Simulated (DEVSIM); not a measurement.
System: abrupt CdTe n-p junction, at 350 K.

| layer (left to right) | material | thickness (μm) | Nd (cm⁻³) | Na (cm⁻³) | τn (s) | τp (s) |
|---|---|---|---|---|---|---|
| 1 | CdTe | 38.0 | 2e16 | - | 4.9e-9 | 1.5e-10 |
| 2 | CdTe | 0.670 | - | 5e16 | 4.9e-9 | 4.9e-9 |

Left contact: ohmic. Right contact: ohmic. Voltage is applied to the left contact. Recombination: SRH at mid-gap. Mobility is constant in doping.

The device is made up for the run: typed textbook-type constants, with dimensions and the other settings drawn at random. Values at 300 K; Nc and Nv go as T^1.5, mobilities as T to minus their exponent, the gap by Varshni's rule with the affinity fixed.

| parameter | CdTe |
|---|---|
| gap (eV) | 1.5 |
| affinity (eV) | 4.28 |
| permittivity | 10.2 |
| Nc (cm⁻³) | 8e17 |
| Nv (cm⁻³) | 1.8e19 |
| μn (cm²/Vs) | 1000 |
| μp (cm²/Vs) | 80 |
| T exponent of μn | 1.7 |
| T exponent of μp | 1.5 |
| Varshni α (eV/K) | 0.00031 |
| Varshni β (K) | 108 |

Simulated with DEVSIM: 1D drift-diffusion, Boltzmann statistics, complete ionisation; no tunnelling, impact ionisation, image-force lowering or self-heating.

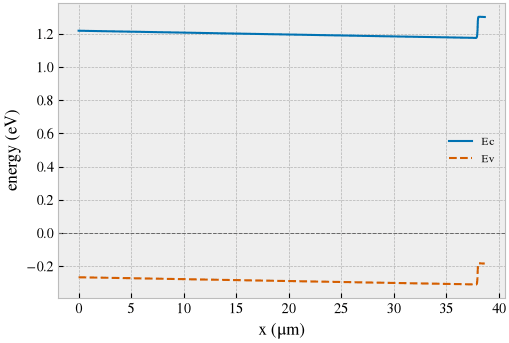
*Band edges at -1.1 V on the left contact*

Energies count from the Fermi level of the right contact; mesh points crowd at the junctions.

```
x (μm)   Ec (eV)  Ev (eV)  n (cm⁻³)  p (cm⁻³)  field (V/cm)
-------  -------  -------  --------  --------  ------------
0.000      1.218   -0.267    2.0e16     < 1e2           -11
0.03028    1.218   -0.267    2.0e16     < 1e2           -11
0.1038     1.218   -0.267    2.0e16     < 1e2           -11
0.2649     1.218   -0.268    2.0e16     < 1e2           -11
0.8447     1.217   -0.268    2.0e16     < 1e2           -11
2.021      1.216   -0.270    2.0e16     < 1e2           -11
4.598      1.213   -0.272    2.0e16     < 1e2           -11
13.87      1.202   -0.283    2.0e16     < 1e2           -11
26.36      1.188   -0.297    2.0e16     < 1e2           -11
33.07      1.181   -0.305    2.0e16       540           -11
35.83      1.177   -0.308    2.0e16     4.1e9           -11
37.30      1.176   -0.310    2.0e16    2.1e13           -13
37.71      1.175   -0.310    2.0e16    2.2e14           -26
37.89      1.177   -0.309    1.9e16    5.6e14           710
37.98      1.218   -0.268    4.8e15    3.0e15         13000
38.00      1.262   -0.223    1.1e15    1.3e16         18000
38.04      1.296   -0.190    3.5e14    4.0e16          3400
38.12      1.302   -0.183    2.5e14    5.0e16            37
38.36      1.302   -0.184    1.4e14    5.0e16           -24
38.55      1.301   -0.184    5.7e13    5.0e16           -24
38.62      1.301   -0.184    2.1e13    5.0e16           -24
38.67      1.301   -0.184     < 1e2    5.0e16           -24
```
